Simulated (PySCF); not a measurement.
BrH7NSi2, charge −1, SMILES `[Br-].[SiH3]N[SiH3]`.

Level of theory: TPSS/def2-SVPD (PySCF), at an unrelaxed start geometry of a pair search.

The calculation's input:

```python
import numpy as np
from pyscf import gto, scf, dft
from pyscf.scf import atom_ks, atom_hf
from scipy.linalg import block_diag

def solve(mol, dm0=None, hcore=None):
    mf = (dft.UKS if mol.spin else dft.RKS)(mol, xc='tpss')
    mf.grids.level = 3
    mf = mf.density_fit(auxbasis='def2-universal-jkfit')
    mf.conv_tol, mf.max_cycle = 1e-8, 80
    if hcore is not None:
        mf.get_hcore = lambda *args: hcore
    mf.kernel(dm0)
    if not mf.converged:
        mf = mf.newton().run(mf.mo_coeff, mf.mo_occ, max_cycle=30)
    assert mf.converged, 'SCF not converged'
    return mf

mol = gto.M(atom='''
Br    -2.22161     0.12864    -0.00094
Si     0.24489    -0.32099     0.00933
N      2.02036    -0.70580    -0.07885
Si     3.31049     0.38117     0.00724
H      0.32362     0.69738    -1.03351
H      0.21167     0.11833     1.41298
H     -0.14365    -1.71094    -0.26381
H      2.23458    -1.64879     0.20098
H      3.17005     1.39886    -1.04195
H      4.56368    -0.37240    -0.20778
H      3.47839     1.11313     1.28615
''', basis='def2-svpd', charge=-1, spin=0, verbose=4)
mf = solve(mol)
mf.analyze()
# spherically averaged free atoms, for the promolecule
atm = atom_ks.get_atm_nrks(mol, xc='tpss')
pro = block_diag(*[(atm[a[0]][2] * atm[a[0]][3]) @ atm[a[0]][2].T for a in mol._atom])
np.savez('result.npz', e=mf.e_tot, c=mf.mo_coeff, occ=mf.mo_occ, eps=mf.mo_energy, pro=pro, dip=mf.dip_moment(verbose=0), s2=mf.spin_square()[0])
```

Command:

```sh
OMP_NUM_THREADS=1 python input.py
```

The run took 55 s on 1 thread of Arm Neoverse V2, on a shared host, peak memory 0.63 GiB.

Partitions, critical points and surface values were worked out afterwards from this run's density.

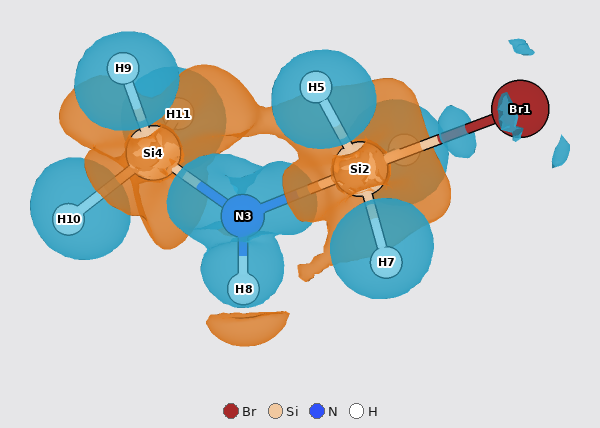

Deformation density (molecule less spherical, spin-averaged free atoms at the same positions), surfaces at ±0.05 e/Å³; light blue: gain, orange: loss.

> Describe the bonding that the map shows.

The five largest and four smallest: N3–H8: +0.73 e/Å³ at the bond critical point (bond length 1.01 Å). Si2–H5: +0.17 e/Å³ at the bond critical point (bond length 1.46 Å). Si2–H6: +0.17 e/Å³ at the bond critical point (bond length 1.47 Å). Si2–H7: +0.16 e/Å³ at the bond critical point (bond length 1.47 Å). Si4–H9: +0.16 e/Å³ at the bond critical point (bond length 1.47 Å). Si4–H10: +0.15 e/Å³ at the bond critical point (bond length 1.48 Å). N3–Si4: +0.10 e/Å³ at the bond critical point (bond length 1.69 Å); up to 0.6 Å beside the axis the gain reaches +0.36 e/Å³. Si2–N3: +0.01 e/Å³ at the bond critical point (bond length 1.82 Å); up to 0.6 Å beside the axis the gain reaches +0.34 e/Å³. Br1–Si2: −0.07 e/Å³ at the bond critical point (bond length 2.51 Å). In all, 2.9 electrons gather in the regions of gain relative to the promolecule of neutral atoms (this includes the anion's extra charge). A small or negative value marks a very polar bond, one between electron-rich atoms, whose free-atom densities already overlap strongly, a long bond to a heavier atom, or a closed-shell contact such as a hydrogen bond.

> Where do the Hirshfeld charges lie?

The highest Hirshfeld charge is on Si4 (+0.28 e), the lowest on Br1 (−0.52 e).

```json
{"atom": "Br1", "charge (e)": "−0.52"}
{"atom": "Si2", "charge (e)": "+0.21"}
{"atom": "N3", "charge (e)": "−0.32"}
{"atom": "Si4", "charge (e)": "+0.28"}
{"atom": "H5", "charge (e)": "−0.12"}
{"atom": "H6", "charge (e)": "−0.13"}
{"atom": "H7", "charge (e)": "−0.12"}
{"atom": "H8", "charge (e)": "+0.07"}
{"atom": "H9", "charge (e)": "−0.11"}
{"atom": "H10", "charge (e)": "−0.12"}
{"atom": "H11", "charge (e)": "−0.12"}
```
